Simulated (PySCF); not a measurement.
**Run report: C$_{3}$H$_{12}$O$_{3}$Si$_{3}$, NMR shielding calculation**

The run: NMR shielding calculation of C$_{3}$H$_{12}$O$_{3}$Si$_{3}$. Method and program: GIAO PBE0/pcSseg-1 NMR shielding, non-relativistic, gas phase (PySCF 2.14.0).

The geometry comes from this level: GFN2-xTB. It belongs to a series of runs on one base structure; here: H on C replaced by OC2H5. Figures and captions count atoms from 1; the log counts them from 0 in places.

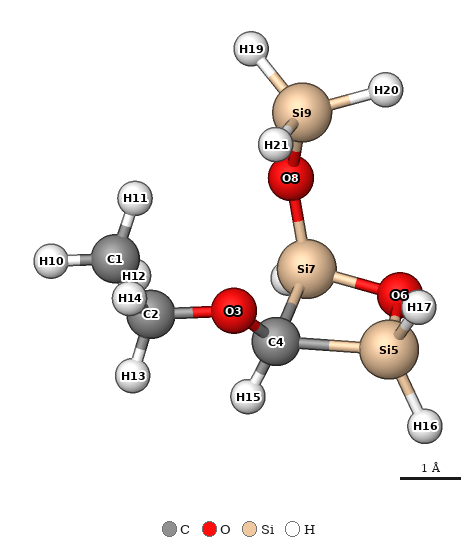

Fig. 1: The input geometry (ball-and-stick view, seen at a tilt; atoms are numbered from 1 in the order of the input). Bond lengths as drawn: C–C 1.53 Å, C–H 1.09 to 1.10 Å, C–O 1.41 to 1.42 Å, C–Si 1.93 Å, H–Si 1.45 to 1.46 Å and O–Si 1.61 to 1.66 Å.

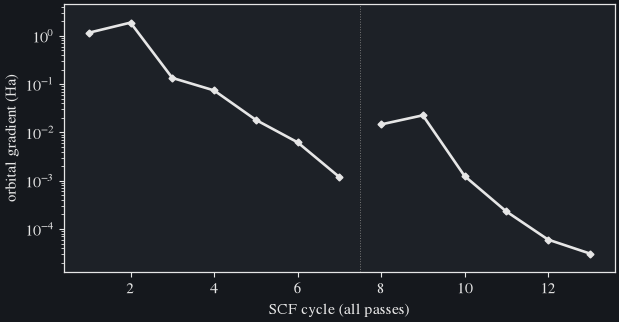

Fig. 2: Convergence of the self-consistent field: orbital gradient against the SCF cycle. The dotted line marks the change from a coarse to the final integration grid. The first 7 cycles use a coarse grid, the final grid takes over at cycle 8, and the field converges after 13 cycles in all.

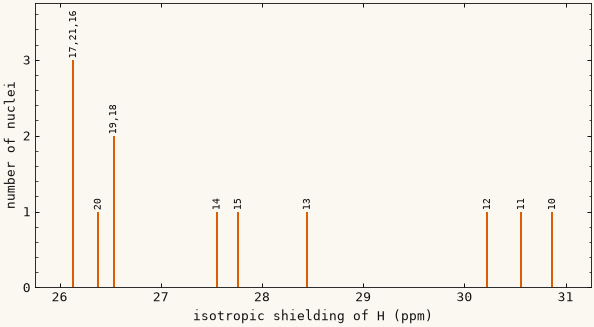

Fig. 3: Isotropic shieldings of the hydrogen nuclei in this fixed geometry, labelled by atom number; shielding grows to the right, so chemical shift grows to the left. The least shielded is H17 (26.1 ppm), the most shielded H10 (30.9 ppm).

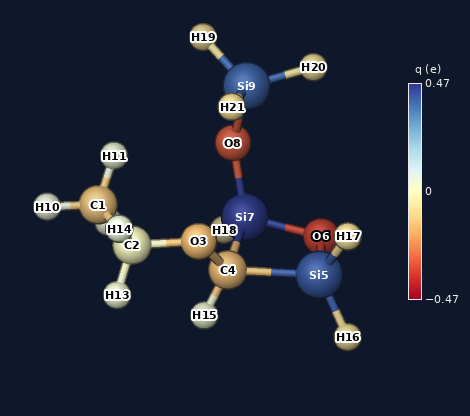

Fig. 4: Hirshfeld charges, as the colour of each atom (ball-and-stick view, seen at a tilt; atoms are numbered from 1 in the order of the input). By element: C −0.14 to 0.00, O −0.34 to −0.14, Si +0.39 to +0.45 and H −0.08 to +0.05 e.

These pictures come from the run below.

## The input
```
{"job": {"kind": "nmr", "xc": "PBE0", "basis": "pcSseg-1"}, "charge": 0, "multiplicity": 1}
C     -1.497518     1.748649    -0.379152
C     -2.015879     0.676044     0.575954
O     -1.063797    -0.292466     0.943347
C     -0.671020    -1.180384    -0.097447
Si     0.437140    -2.647275     0.492386
O      1.548656    -2.162361    -0.640597
Si     0.883912    -0.723103    -1.144040
O      1.688308     0.539145    -0.560860
Si     2.292264     1.180896     0.813293
H     -2.265326     2.504266    -0.524291
H     -0.605915     2.215901     0.030584
H     -1.241977     1.314701    -1.343089
H     -2.893336     0.180767     0.127903
H     -2.320525     1.135632     1.521309
H     -1.557485    -1.483763    -0.669790
H     -0.000792    -3.985096     0.120357
H      0.979994    -2.501706     1.833066
H      0.918063    -0.619239    -2.586539
H      2.593642     2.542047     0.369049
H      3.490480     0.429028     1.182625
H      1.292188     1.145259     1.876501
```

The first line tells a small driver script what to run in PySCF; the rest is the geometry in Å.

Launched with:
```bash
OMP_NUM_THREADS=1 python <driver script> task.json out
```

## What the program printed
```
coarse grid: 18832 points
cycle   1  E = -1214.6594949184  dE =  1.199e+00  |g| = 1.157e+00  |ddm| = 4.196e+00
cycle   2  E = -1214.2437986684  dE =  4.157e-01  |g| = 1.875e+00  |ddm| = 2.583e+00
cycle   3  E = -1214.8965486295  dE = -6.527e-01  |g| = 1.343e-01  |ddm| = 1.851e+00
cycle   4  E = -1214.8993323465  dE = -2.784e-03  |g| = 7.401e-02  |ddm| = 1.787e-01
cycle   5  E = -1214.9005299078  dE = -1.198e-03  |g| = 1.819e-02  |ddm| = 7.704e-02
cycle   6  E = -1214.9005874812  dE = -5.757e-05  |g| = 6.233e-03  |ddm| = 2.000e-02
cycle   7  E = -1214.9005946332  dE = -7.152e-06  |g| = 1.191e-03  |ddm| = 5.144e-03
final grid: 167496 points
cycle   8  E = -1214.9841735000  dE = -2.463e-05  |g| = 1.462e-02  |ddm| = 2.701e-02
cycle   9  E = -1214.9841198290  dE =  5.367e-05  |g| = 2.258e-02  |ddm| = 2.449e-02
cycle  10  E = -1214.9842125506  dE = -9.272e-05  |g| = 1.250e-03  |ddm| = 1.532e-02
cycle  11  E = -1214.9842128954  dE = -3.448e-07  |g| = 2.305e-04  |ddm| = 1.336e-03
cycle  12  E = -1214.9842129071  dE = -1.169e-08  |g| = 6.027e-05  |ddm| = 2.699e-04
cycle  13  E = -1214.9842129076  dE = -5.659e-10  |g| = 3.103e-05  |ddm| = 7.801e-05
converged SCF energy = -1214.9842129076

GIAO shielding tensors (ppm)
atom      isotropic    diamagn.    paramagn.     s11        s22        s33       span
  0 C      170.303     253.099     -82.795    151.548    175.383    183.978     32.430
  1 C      113.747     244.042    -130.295     81.101     92.939    167.200     86.099
  2 O      299.602     400.307    -100.705    265.986    291.660    341.158     75.173
  3 C      102.139     258.293    -156.154     62.548     96.189    147.680     85.132
  4 Si     346.919     881.532    -534.613    308.021    328.597    404.138     96.117
  5 O      222.478     398.748    -176.270    127.666    255.249    284.519    156.853
  6 Si     366.840     881.915    -515.075    341.614    367.665    391.241     49.626
  7 O      273.156     402.532    -129.376    209.575    279.528    330.366    120.791
  8 Si     387.826     880.628    -492.802    347.308    359.583    456.588    109.279
  9 H       30.870      29.501       1.369     26.837     27.759     38.013     11.176
 10 H       30.563      33.969      -3.406     26.167     29.637     35.886      9.720
 11 H       30.227      33.789      -3.562     26.904     30.502     33.275      6.371
 12 H       28.447      30.578      -2.131     23.069     28.462     33.810     10.741
 13 H       27.555      30.191      -2.636     22.598     26.875     33.193     10.596
 14 H       27.766      33.375      -5.609     25.049     26.511     31.737      6.688
 15 H       26.158      29.137      -2.979     22.923     23.822     31.730      8.807
 16 H       26.112      31.023      -4.911     23.587     24.147     30.602      7.015
 17 H       26.540      29.971      -3.431     23.092     23.740     32.788      9.696
 18 H       26.526      29.347      -2.821     23.109     24.398     32.069      8.960
 19 H       26.381      29.274      -2.893     22.884     24.577     31.682      8.798
 20 H       26.141      32.228      -6.088     22.189     26.891     29.343      7.154
```

## Summary

```tsv
quantity	value
outcome	converged
total energy	−1214.984213 hartree
HOMO	−6.76 eV
LUMO	−0.15 eV
dipole moment	2.13 D
isotropic shielding, C	102.1 to 170.3 ppm
isotropic shielding, O	222.5 to 299.6 ppm
isotropic shielding, Si	346.9 to 387.8 ppm
isotropic shielding, H	26.1 to 30.9 ppm
hardware	1 CPU thread, shared host
wall time	73 s
peak memory	1.1 GiB
```
